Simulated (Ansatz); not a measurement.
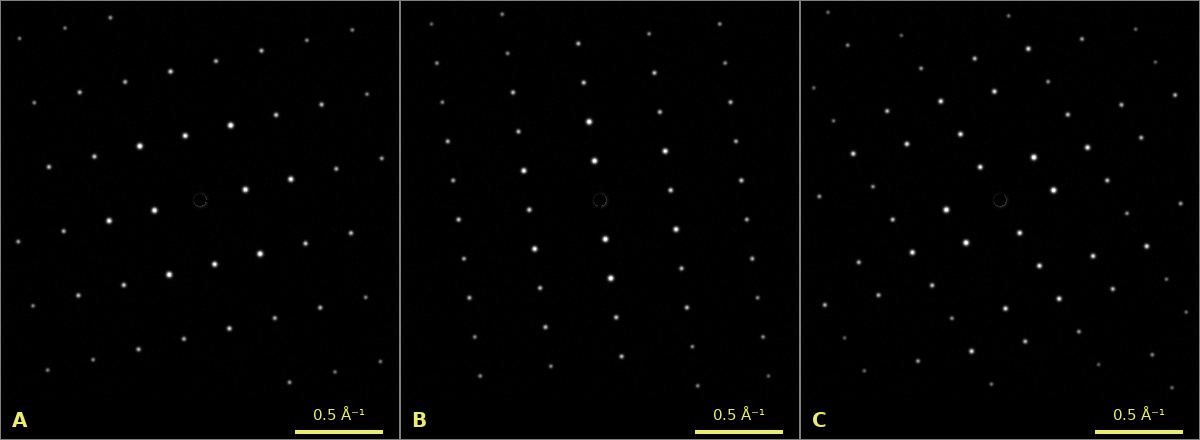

Kinematic electron diffraction patterns (120 kV, B = 0.5 Å², same scale, each along a low-index zone) of three structures of composition Li3Os, each relaxed at zero pressure with Ansatz 0.2.0, DFT PBE, scalar-relativistic, plane waves, PAW.

The structures (standard cells):
1. P6/mmm (No. 191), a = 5.086 Å, c = 2.436 Å (hexagonal axes), 4 atoms; generated start, possibly hypothetical
2. P6_3/mmc (No. 194), a = 5.233 Å, c = 4.489 Å (hexagonal axes), 8 atoms; generated start, possibly hypothetical
3. Pm-3m (No. 221), a = 3.732 Å, 4 atoms; generated start, possibly hypothetical

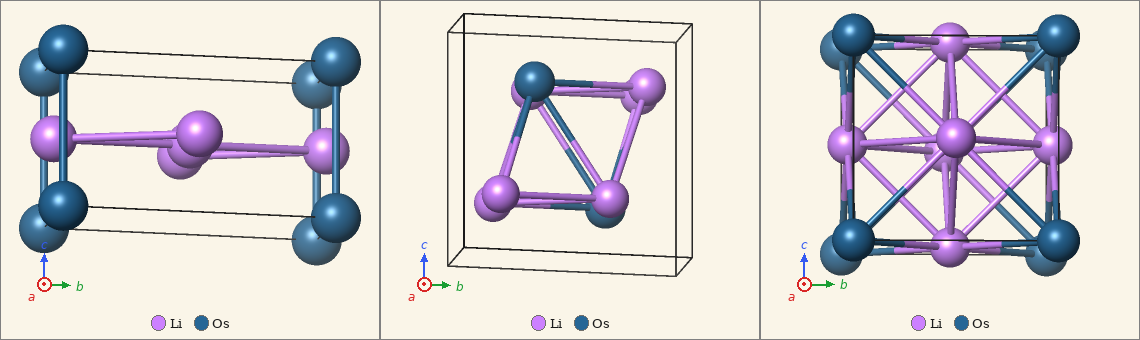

Drawings of the structures 1 to 3, from left to right (each may span several cells).

Which pattern belongs to which structure, and along which zone?

Answer. A is structure 3 along [110] or an equivalent direction: rectangular net of 0 0 1 at d = 3.73 Å and 1 -1 0 at d = 2.64 Å, 90.0° apart. B is structure 1 along [100] or an equivalent direction: rectangular net of 0 1 0 at d = 4.40 Å and 0 0 1 at d = 2.44 Å, 90.0° apart. C is structure 2 along [101] or an equivalent direction: centred rectangular net of 0 1 0 at d = 4.53 Å and 1 0 -1 at d = 3.19 Å, 69.4° apart (some points of this net are extinct or too weak to see).

Which structure lies lowest at this level of theory, and by how much?

Answer. Structure 1 (P6/mmm, 13.64 Å³ an atom) is the lowest of these; structure 3 (Pm-3m, 12.99 Å³ an atom) lies about 400 meV an atom higher; structure 2 (P6_3/mmc, 13.31 Å³ an atom) lies about 450 meV an atom higher. These are static energies at 0 K; other structures, not shown, may lie lower still.
